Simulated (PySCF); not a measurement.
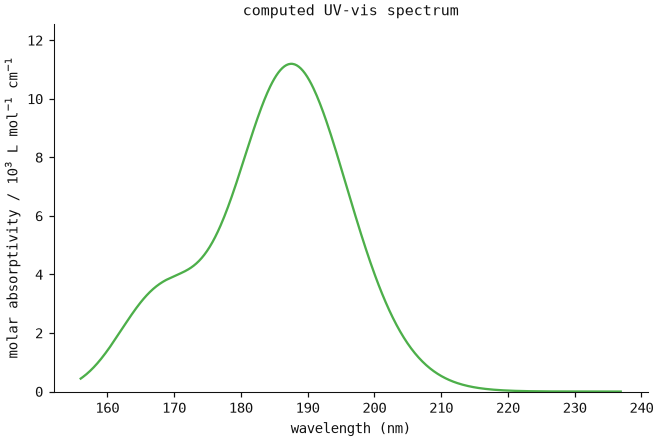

Vertical TDDFT excitations, B3LYP/def2-SVPD (IEF-PCM acetone), PySCF, at a PBE0-D3(BJ)/def2-SVP geometry (no frequency check). The lowest 6 singlet states are shown; each is broadened by a Gaussian of 1/e half-width 0.40 eV.

Which molecule gives this spectrum?
A. CH₂B₃F₃O₃S, SMILES FC(F)(F)SB1OBOBO1
B. C₄H₁₁NSi₂, SMILES C/N=C/[SiH]1C[SiH2]C1
C. CH₉ClSi₃, SMILES [SiH3]C([SiH3])([SiH3])Cl

A. Its lowest singlet lies at 6.43 eV (f = 0.002) and the brightest of those computed is S3 at 6.60 eV (188 nm), f = 0.271, mainly HOMO → LUMO+1 (96 %).

Known limits of this run: one conformer of a flexible molecule; core orbitals are frozen in the response.
